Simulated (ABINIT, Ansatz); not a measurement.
## A GW chain in ABINIT: NaAsF6 (R-3)

Wanted: ground state, empty states, screening and self-energy for NaAsF6 (R-3).

Main program and level: ABINIT 10.8.3; PBEsol and many-body steps on it, plane waves.

### Step 1. The starting structure

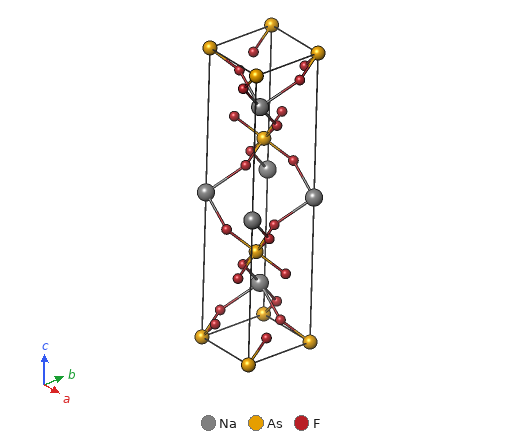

The starting structure, seen slightly off an axis (sodium grey, arsenic orange, fluorine red). This picture shows the conventional cell, with its axes. Some periodic images of atoms are drawn too.

The cell and positions are those that the Materials Project relaxed with its own functionals (PBE, PBE+U or r2SCAN), kept fixed.

### Step 2. Ground state

This step: ABINIT 10.8.3; DFT, PBEsol, plane waves, norm-conserving pseudopotentials.

The ground-state density comes first.

run.abi

```
acell 3*1.0 Angstrom
rprim 
  2.548317025914 1.471271520892 4.707294566700
  -2.548317025914 1.471271520892 4.707294566700
  0.000000000000 -2.942543041784 4.707294566700
ntypat 3
znucl 11 33 9
natom 8
typat 1 2 3 3 3 3 3 3
xred 
  0.500000000000 0.500000000000 0.500000000000
  -0.000000000000 0.000000000000 0.000000000000
  0.348130510000 0.076071740000 0.790012280000
  0.790012280000 0.348130510000 0.076071740000
  0.076071740000 0.790012280000 0.348130510000
  0.651869490000 0.923928260000 0.209987720000
  0.209987720000 0.651869490000 0.923928260000
  0.923928260000 0.209987720000 0.651869490000
pp_dirpath "pseudos"
pseudos "Na.upf, As.upf, F.upf"
ecut 44
ngkpt 6 6 6
nshiftk 1
shiftk 0 0 0
kptopt 1
chksymbreak 0
nband 45
occopt 1
tolvrs 1e-10
nstep 60
prtwf 0
optforces 0
optstress 0
indata_prefix "in"
outdata_prefix "out"
tmpdata_prefix "tmp"
```

Run with:

```
$ OMP_NUM_THREADS=1 mpirun -n 4 abinit run.abi > log
```

Numbers of over 12 decimals in the logs are rounded to 6 here.

The program printed:

```text
.Version 10.8.3 of ABINIT. v10.8.2 released Aug 2026.

 Symmetries : space group R-3 (#148); Bravais hR (rhombohedral)
================================================================================
 Values of the parameters that define the memory need of the present run
     intxc =       0    ionmov =       0      iscf =       7    lmnmax =       6
     lnmax =       6     mgfft =      64  mpssoang =       3    mqgrid =    3001
     natom =       8  nloc_mem =       1    nspden =       1   nspinor =       1
    nsppol =       1      nsym =       6    n1xccc =    2501    ntypat =       3
    occopt =       1   xclevel =       2
-    mband =          45        mffmem =           1         mkmem =          10
       mpw =        9991          nfft =      262144          nkpt =          40
================================================================================
  Rough estimation (10% accuracy) of disk space for files :
================================================================================

--------------------------------------------------------------------------------
------------- Echo of variables that govern the present computation ------------
--------------------------------------------------------------------------------
 -outvars: echo values of preprocessed input variables --------
            acell      1.8897261259E+00  1.8897261259E+00  1.8897261259E+00 Bohr

      chksymbreak           0
             ecut      4.40000000E+01 Hartree
-          fftalg         312

              ixc     -116133
              kpt      0.00000000E+00  0.00000000E+00  0.00000000E+00
                       1.66666667E-01  0.00000000E+00  0.00000000E+00
                       3.33333333E-01  0.00000000E+00  0.00000000E+00
                       5.00000000E-01  0.00000000E+00  0.00000000E+00
                       1.66666667E-01  1.66666667E-01  0.00000000E+00
                       3.33333333E-01  1.66666667E-01  0.00000000E+00
                       5.00000000E-01  1.66666667E-01  0.00000000E+00
                      -3.33333333E-01  1.66666667E-01  0.00000000E+00
                      -1.66666667E-01  1.66666667E-01  0.00000000E+00
   [... 29 further rows ...]
                      -3.33333333E-01  5.00000000E-01  3.33333333E-01
                       5.00000000E-01  5.00000000E-01  5.00000000E-01
         kptrlatt        6    0    0      0    6    0      0    0    6
          kptrlen      5.77874551E+01
P           mkmem          10
            natom           8
            nband          45
            ngfft          64      64      64
             nkpt          40
            nstep          60
             nsym           6
           ntypat           3
              occ      2.000000  2.000000  2.000000  2.000000  2.000000  2.000000
                       2.000000  2.000000  2.000000  2.000000  2.000000  2.000000
                       2.000000  2.000000  2.000000  2.000000  2.000000  2.000000
                       2.000000  2.000000  2.000000  2.000000  2.000000  2.000000
                       2.000000  2.000000  2.000000  2.000000  2.000000  2.000000
                       2.000000  2.000000  2.000000  2.000000  2.000000  2.000000
                       2.000000  0.000000  0.000000  0.000000  0.000000  0.000000
[...]
optforces           0
        optstress           0
            prtwf           0
            rprim      2.5483170259E+00  1.4712715209E+00  4.7072945667E+00
[...]
spgroup         148

           tolvrs      1.00000000E-10

             xred      5.0000000000E-01  5.0000000000E-01  5.0000000000E-01
[...]
znucl       11.00000   33.00000    9.00000

================================================================================

 chkinp: Checking input parameters for consistency.

================================================================================
== DATASET  1 ==================================================================
-   mpi_nproc: 4, omp_nthreads: 1 (-1 if OMP is not activated)

--- !DatasetInfo
iteration_state: {dtset: 1, }
dimensions: {natom: 8, nkpt: 40, mband: 45, nsppol: 1, nspinor: 1, nspden: 1, mpw: 9991, }
cutoff_energies: {ecut:  44.0, pawecutdg:  -1.0, }
electrons: {nelect:   7.40000000E+01, charge:   0.00000000E+00, occopt:   1.00000000E+00, tsmear:   1.00000000E-02, }

 Real(R)+Recip(G) space primitive vectors, cartesian coordinates (Bohr,Bohr^-1):
 R(1)=  4.8156213  2.7803002  8.8954975  G(1)=  0.1038288  0.0599456  0.0374721
 R(2)= -4.8156213  2.7803002  8.8954975  G(2)= -0.1038288  0.0599456  0.0374721
 R(3)=  0.0000000 -5.5606005  8.8954975  G(3)=  0.0000000 -0.1198911  0.0374721
 Unit cell volume ucvol=  7.1460411E+02 bohr^3
 Angles (23,13,12)=  5.46512371E+01  5.46512371E+01  5.46512371E+01 degrees

 getcut: wavevector=  0.0000  0.0000  0.0000  ngfft=  64  64  64
         ecut(hartree)=     44.000   => boxcut(ratio)=   2.04364

--- Pseudopotential description ------------------------------------------------
- Na Generated using ONCVPSP code by D. R. Hamann
- 11.00000   9.00000  180301                  znucl, zion, pspdat
12 -116133 1 -1 2016                          pspcod,pspxc,lmax,lloc,mmax
     nproj     2     2     0
  pspatm : epsatm=    9.32918808
         --- l  ekb(1:nproj) -->
[...]
12 -116133 2 -1 832                           pspcod,pspxc,lmax,lloc,mmax
     nproj     2     2     1
  pspatm : epsatm=    4.89824381
         --- l  ekb(1:nproj) -->
[...]
2   -2.394754
 pspatm: atomic psp has been read  and splines computed

   4.67746514E+03                                ecore*ucvol(ha*bohr**3)
--------------------------------------------------------------------------------

_setup2: Arith. and geom. avg. npw (full set) are    9961.292    9961.285

================================================================================

--- !BeginCycle
iteration_state: {dtset: 1, }
solver: {iscf: 7, nstep: 60, nline: 4, wfoptalg: 0, }
tolerances: {tolvrs: 1.00E-10, }

     iter   Etot(hartree)      deltaE(h)  residm     vres2
 ETOT  1  -496.07972344184    -4.961E+02 1.178E+00 2.403E+03
 ETOT  2  -498.11537059189    -2.036E+00 2.750E-02 9.813E+02
 ETOT  3  -498.26380620688    -1.484E-01 6.959E-03 4.977E+01
 ETOT  4  -498.26773262260    -3.926E-03 2.945E-03 1.535E+01
 ETOT  5  -498.26797024263    -2.376E-04 1.617E-03 3.733E-01
 ETOT  6  -498.26798770402    -1.746E-05 5.512E-04 5.335E-02
 ETOT  7  -498.26799184616    -4.142E-06 3.642E-04 7.021E-03
 ETOT  8  -498.26799201900    -1.728E-07 4.086E-04 5.130E-04
 ETOT  9  -498.26799203127    -1.227E-08 2.857E-04 6.836E-05
 ETOT 10  -498.26799203412    -2.850E-09 2.110E-04 1.769E-06
 ETOT 11  -498.26799203417    -5.156E-11 1.620E-04 2.296E-08
 ETOT 12  -498.26799203419    -2.166E-11 1.064E-04 2.605E-09
 ETOT 13  -498.26799203416     2.967E-11 7.698E-05 4.406E-10
 ETOT 14  -498.26799203418    -1.853E-11 4.769E-05 3.473E-11

 At SCF step   14       vres2   =  3.47E-11 < tolvrs=  1.00E-10 =>converged.

--- !ResultsGS
iteration_state: {dtset: 1, }
comment   : Summary of ground state results
lattice_vectors:
- [  4.8156213,   2.7803002,   8.8954975, ]
- [ -4.8156213,   2.7803002,   8.8954975, ]
- [  0.0000000,  -5.5606005,   8.8954975, ]
lattice_lengths: [  10.49048,   10.49048,   10.49048, ]
lattice_angles: [ 54.651,  54.651,  54.651, ] # degrees, (23, 13, 12)
lattice_volume:   7.1460411E+02
convergence: {deltae: -1.853E-11, res2:  3.473E-11, residm:  4.769E-05, diffor:  0.000E+00, }
etotal    :  -4.98267992E+02
entropy   :   0.00000000E+00
fermie    :  -8.26250627E-02
cartesian_stress_tensor: null
pressure_GPa: null
xred      :
- [  5.0000E-01,   5.0000E-01,   5.0000E-01, Na]
- [  0.0000E+00,   0.0000E+00,   0.0000E+00, As]
- [  3.4813E-01,   7.6072E-02,   7.9001E-01,  F]
- [  7.9001E-01,   3.4813E-01,   7.6072E-02,  F]
- [  7.6072E-02,   7.9001E-01,   3.4813E-01,  F]
- [  6.5187E-01,   9.2393E-01,   2.0999E-01,  F]
- [  2.0999E-01,   6.5187E-01,   9.2393E-01,  F]
- [  9.2393E-01,   2.0999E-01,   6.5187E-01,  F]
cartesian_forces: null
force_length_stats: {min: null, max: null, mean: null, }

 Integrated electronic density in atomic spheres:
 ------------------------------------------------
 Atom  Sphere_radius  Integrated_density
[...]
================================================================================

 ----iterations are completed or convergence reached----

 Mean square residual over all n,k,spin=   62.419E-09; max=  47.687E-06
 reduced coordinates (array xred) for    8 atoms
[...]
0.790012280000      0.348130510000      0.076071740000
       0.076071740000      0.790012280000      0.348130510000
       0.651869490000      0.923928260000      0.209987720000
       0.209987720000      0.651869490000      0.923928260000
       0.923928260000      0.209987720000      0.651869490000
 rms dE/dt=  0.0000E+00; max dE/dt=  0.0000E+00; dE/dt below (all hartree)
    1       0.000000000000      0.000000000000      0.000000000000
    2       0.000000000000      0.000000000000      0.000000000000
    3       0.000000000000      0.000000000000      0.000000000000
    4       0.000000000000      0.000000000000      0.000000000000
    5       0.000000000000      0.000000000000      0.000000000000
    6       0.000000000000      0.000000000000      0.000000000000
    7       0.000000000000      0.000000000000      0.000000000000
    8       0.000000000000      0.000000000000      0.000000000000

 cartesian coordinates (angstrom) at end:
    1      0.000000     0.000000     7.060942
    2      0.000000     0.000000     0.000000
    3      0.693292    -1.700528     5.715665
    4      1.126055     1.450673     5.715665
    5     -1.819347     0.249856     5.715665
    6     -0.693292     1.700528     8.406218
    7     -1.126055    -1.450673     8.406218
    8      1.819347    -0.249856     8.406218
 length scales=  1.889726125908  1.889726125908  1.889726125908 bohr
              =  1.000000000000  1.000000000000  1.000000000000 angstroms
 prteigrs : about to open file out_EIG
 Fermi (or HOMO) energy (hartree) =  -0.08263   Average Vxc (hartree)=  -0.33470
 Eigenvalues (hartree) for nkpt=  40  k points:
 kpt#   1, nband= 45, wtk=  0.00463, kpt=  0.0000  0.0000  0.0000 (reduced coord)
  -6.85611   -4.77923   -4.77923   -4.77912   -1.78110   -1.37248   -1.37248   -1.36706
  -1.36706   -1.36698   -0.89940   -0.83966   -0.83738   -0.83738   -0.80770   -0.80770
  -0.75478   -0.75478   -0.75421   -0.39199   -0.25038   -0.25038   -0.24617   -0.17499
  -0.16740   -0.16740   -0.14989   -0.14989   -0.12279   -0.11003   -0.11003   -0.10444
  -0.10059   -0.10059   -0.09574   -0.08548   -0.08548    0.12381    0.30388    0.34824
   0.37012    0.37012    0.47177    0.47930    0.50242
 prteigrs : prtvol=0 or 1, do not print more k-points.

--- !EnergyTerms
iteration_state     : {dtset: 1, }
comment             : Components of total free energy in Hartree
kinetic             :  2.61416222047401E+02
hartree             :  2.35637721545200E+02
xc                  : -6.67930759674040E+01
Ewald energy        : -2.00102672428301E+02
psp_core            :  6.54553345669979E+00
local_psp           : -6.27920386455863E+02
non_local_psp       : -1.07051334231914E+02
total_energy        : -4.98267992034181E+02
total_energy_eV     : -1.35585627852515E+04
band_energy         : -7.99791571649892E+01

== END DATASET(S) ==============================================================
================================================================================

 -outvars: echo values of variables after computation  --------
           etotal     -4.9826799203E+02
            nband          45
             nkpt          40
          spgroup         148
 [... the other variables as echoed above ...]

 Calculation completed.
```

Wall time 4.2 min (4 MPI ranks of Arm Neoverse V1, shared host); peak memory 0.82 GiB; 17 min of CPU time.

This step gave:

- total energy: -13558.5628 eV
- gap: 5.618 eV
- k of the valence top: 0.5, 0.5, 0
- k of the conduction bottom: 0, 0, 0
- least direct gap: 5.695 eV

The gap is indirect, with the least direct gap 0.08 eV higher.

(Continued in part 2 of 3.)

[Paths, hosts, dates, memory and timing lines, banners, echoed tables and standing remarks are left out of the program output.]

[Logs are printed without paths, hosts, clocks, repeated set-up lines and the standing remarks that a program may print on its own settings, such as how far it seeks lower states.]

[Runs of the session that timed out or met a known fault of the program may be left out.]

[Hosts, paths, dates, database ids (printed as entryN), source tags and the programs' standing remarks are cut or masked in the printed files.]

[G0W0 gaps are taken among the corrected bands and points alone; a level outside them can change the order at an edge.]

[Where Ansatz stands beside ABINIT at settings called matched, ABINIT's density can come from a denser mesh and the files from another edition; pairs whose starting gaps differed by over 0.03 eV were left out, so agreement reads better than it is.]
